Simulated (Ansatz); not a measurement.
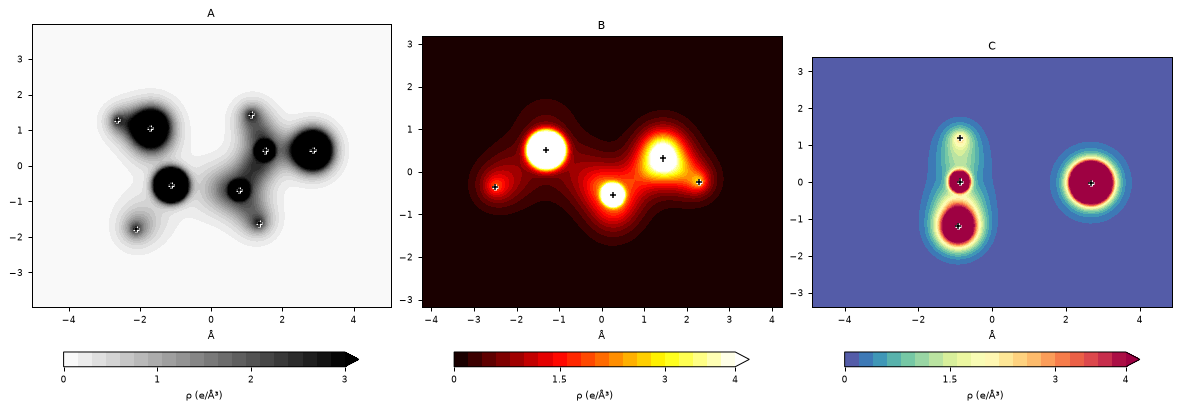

The electron density of 3 systems, each on a plane through atoms (crosses mark nuclei in the plane).

Method: Ansatz, RKS PBE0-D4/def2-TZVPP.

System 1: CH7NSi (SMILES NC[SiH3]), the plane of atoms N1, C2 and Si3. Geometry: PBE0-D4/def2-TZVP.

```xyz
10

N    -1.3045    0.5233   -0.5371
C     0.1436    0.5833   -0.3763
Si    0.7172   -0.7467    0.8275
H    -1.5868   -0.3614   -0.9394
H    -1.6363    1.2515   -1.1569
H     0.4096    1.5503    0.0643
H     0.7197    0.5029   -1.3121
H     0.2373   -2.0775    0.3587
H     0.1783   -0.5014    2.1896
H     2.2047   -0.7754    0.8845
```

System 2: C2H4AlFO (SMILES [OH][AlH][CH]=CF), the molecular plane. Geometry: PBE0-D4/def2-TZVP.

```json
{"atom": "O", "x (Å)": "-0.5607", "y (Å)": "1.9204", "z (Å)": "-0.0595"}
{"atom": "Al", "x (Å)": "0.3085", "y (Å)": "0.7616", "z (Å)": "-0.9469"}
{"atom": "C", "x (Å)": "0.3803", "y (Å)": "-0.9732", "z (Å)": "-0.1238"}
{"atom": "C", "x (Å)": "-0.2250", "y (Å)": "-1.1530", "z (Å)": "1.0414"}
{"atom": "F", "x (Å)": "-0.2299", "y (Å)": "-2.3231", "z (Å)": "1.6917"}
{"atom": "H", "x (Å)": "-0.6813", "y (Å)": "2.8247", "z (Å)": "-0.3420"}
{"atom": "H", "x (Å)": "0.9828", "y (Å)": "1.1327", "z (Å)": "-2.3291"}
{"atom": "H", "x (Å)": "0.8891", "y (Å)": "-1.8375", "z (Å)": "-0.5461"}
{"atom": "H", "x (Å)": "-0.7751", "y (Å)": "-0.3989", "z (Å)": "1.5973"}
```

System 3: BHOZn, the molecular plane. Geometry: PBE0-D4/def2-TZVP; at this geometry the atoms fall into two loosely joined parts.

```xyz
4

B     0.4466    0.3246    0.6857
O     0.1261    1.4358    0.3688
Zn   -1.2919   -1.0697   -2.0939
H     0.7747   -0.7509    1.0191
```

Q: Match each panel to its system.

A: Panel A is system 2, C2H4AlFO: the plane holds O, Al, C, F and H. C–C (1.33 Å): ρ is about 2.4 e/Å³ halfway. Panel B is system 1, CH7NSi: the plane holds N, C, Si and H. C–N (1.46 Å): the density is about 1.9 e/Å³ at the midpoint. Panel C is system 3, BHOZn: the plane holds B, O, Zn and H. Zn3···B1 (3.56 Å): the density falls to about 0.03 e/Å³ on the way.
